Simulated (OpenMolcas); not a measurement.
## InCl (SMILES [Cl][In]): how far must the basis set go?

InCl: 2 atoms, total charge 0, spin state singlet. As SMILES, `[Cl][In]`. The coordinates come from a PBE0-D4/def2-TZVP relaxation.

```xyz
2

Cl    0.0000    0.0000   -0.0139
In    0.0000    0.0000    2.3996
```

Program: OpenMolcas 26.06. Method: CASPT2(4,4) (DKH2, RICD fitting, ipea shift 0.25 Eh, pt2 variant SS). Swept: basis set. Watched: the dipole moment (CASSCF density). Each run: energy, 23 core orbitals frozen. Hardware: 1 thread of Arm Neoverse V1, shared host.

Deviations are taken from the sweep's last point, which isn't the limit.

```tsv
basis set	basis functions	value (D)	from the best (D)	wall time
ANO-RCC-VDZ	44	4.8990	+1.3701	7.2 s
ANO-RCC-VDZP	61	4.0117	+0.4828	11 s
ANO-RCC-VTZP	102	3.6007	+0.0718	21 s
ANO-RCC-VQZP	152	3.5289	0.0000	45 s
```

Question: Which is the coarsest setting good to 0.1 D?

Answer: ANO-RCC-VTZP: it is 0.0718 D off and takes 21 s, against 45 s for ANO-RCC-VQZP.

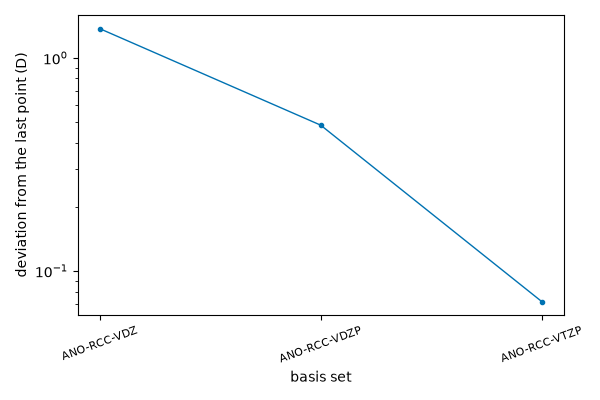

Absolute deviation from the last point of the sweep; values under 0.0001 D are drawn at that floor.
